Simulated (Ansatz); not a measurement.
C$_{3}$H$_{9}$MoNO (SMILES C[N]=[Mo]([CH3])([CH3])=[O])

The calculation's input:

```
crystal:
  periodic: [false, false, false]
  atoms:
    - {symbol: C, position_ang: [-0.701331, -2.382595, 0.677720]}
    - {symbol: N, position_ang: [-0.410846, -1.096167, 0.153646]}
    - {symbol: Mo, position_ang: [0.360216, 0.438103, 0.296099]}
    - {symbol: C, position_ang: [1.691516, 0.574762, -1.335885]}
    - {symbol: C, position_ang: [-1.186402, 1.873582, 0.255186]}
    - {symbol: O, position_ang: [1.197120, 0.509826, 1.750958]}
    - {symbol: H, position_ang: [-0.336419, -3.158768, -0.003186]}
    - {symbol: H, position_ang: [-1.783680, -2.511597, 0.783139]}
    - {symbol: H, position_ang: [-0.234497, -2.530711, 1.658687]}
    - {symbol: H, position_ang: [2.248178, 1.515581, -1.265713]}
    - {symbol: H, position_ang: [2.404002, -0.251265, -1.377798]}
    - {symbol: H, position_ang: [1.102703, 0.566822, -2.259823]}
    - {symbol: H, position_ang: [-1.678091, 1.820154, -0.722439]}
    - {symbol: H, position_ang: [-0.753000, 2.870285, 0.392004]}
    - {symbol: H, position_ang: [-1.941469, 1.711289, 1.026705]}
basis:
  gaussian: {orbitals: def2-TZVPP}
hamiltonian: {xc: pbe0, dispersion: d4}
output: {orbitals: {seedname: orbitals}}
```

Run with:

```sh
ansatz run in.yaml --threads 4 --pin off --events-out ev --progress --plain --max-ram 11315MiB
```

Geometry: PBE0-D4/def2-TZVP; core potentials replace the inner electrons of Mo.

Level of theory: Ansatz, RKS PBE0-D4/def2-TZVPP.

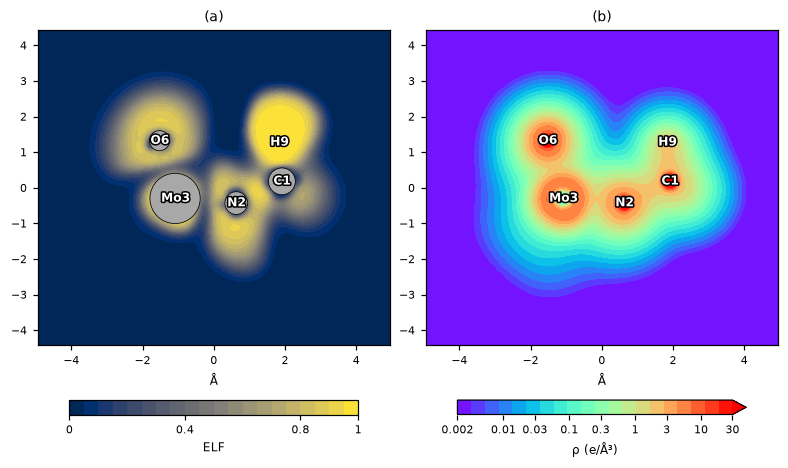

Figure 1. (a) electron localisation function; (b) electron density on the plane of atoms C1, N2 and Mo3. Grey discs cover the atomic cores in the ELF map.

**What does the map show?**

- Atoms in the plane: C, N, Mo, O and H.
- C–N (1.42 Å): ρ at the midpoint is about 2 e/Å³; the ELF peaks at about 0.95 between the atoms, as expected for a shared electron pair.
- Mo–O (1.68 Å): ρ at the midpoint is about 2 e/Å³; the ELF peaks at about 0.80 in the valence shell of O, 0.5 Å from its nucleus, and drops to about 0.40 between the two atoms.
- Mo–N (1.72 Å): ρ is about 1.7 e/Å³ halfway; the ELF peaks at about 0.70 in the valence shell of N, 0.6 Å from its nucleus, and drops to about 0.40 between the two atoms.
- C–H (1.10 Å): the density is about 2 e/Å³ at the midpoint; the ELF climbs to about 1 towards the hydrogen, as it does in any bond to H (a covalent bond by its length).

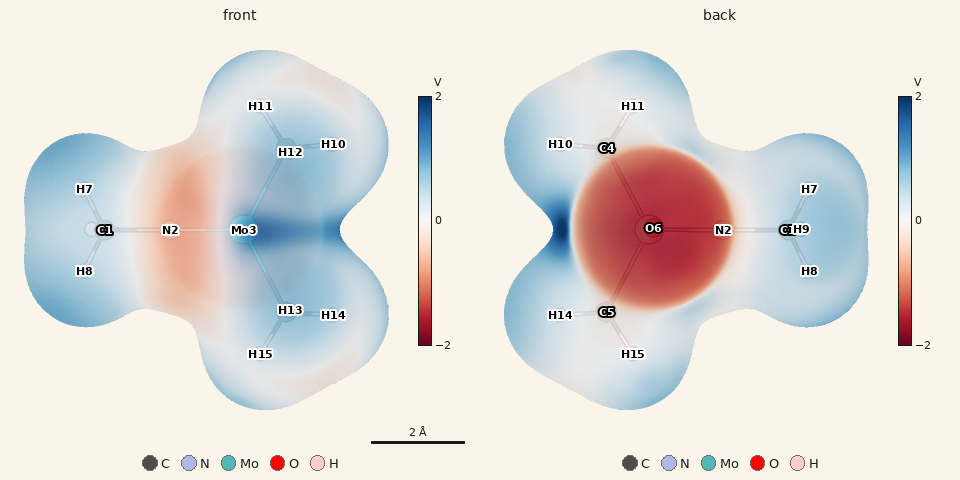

Figure 2. The molecular electrostatic potential painted on the density surface at 0.002 e/bohr³, seen from the front and from behind; red is negative and blue positive.

**Which sites attract a positive test charge, and which a negative one?**

A positive charge is drawn to the negative regions and a negative charge to the positive ones. The most negative region (about −1.6 V) lies over O6, the most positive (about +1.8 V) over Mo3. O6 is the likeliest acceptor of a hydrogen bond.

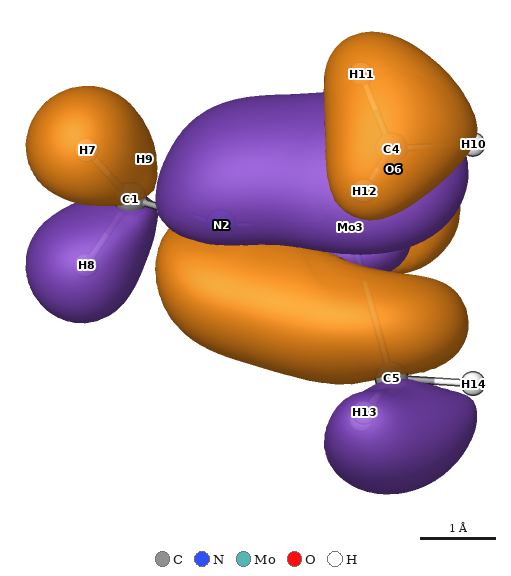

Figure 3. The HOMO at ±0.06 Å⁻³ᐟ² (orange and purple are the two phases), seen at a tilt.

**What is the character of this orbital?**

By Hirshfeld shares it lies mainly on N2 (about 25 %), Mo3 (about 20 %), C4 (about 15 %), C5 (about 15 %) and O6 (about 10 %). Its energy is −7.50 eV.

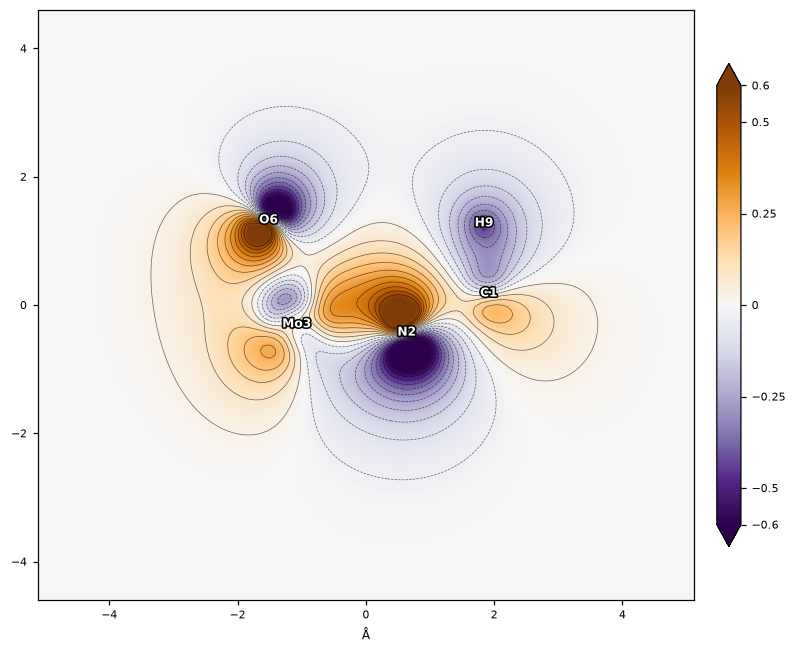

Figure 4. The HOMO−1 on the plane of atoms C1, N2 and Mo3 (values in Å⁻³ᐟ²; the overall sign is arbitrary).

**What is the character of this orbital?**

It lies mainly on N2 (about 45 %), O6 (about 20 %), Mo3 (about 15 %) and C1 (about 10 %). Its energy is −7.55 eV.
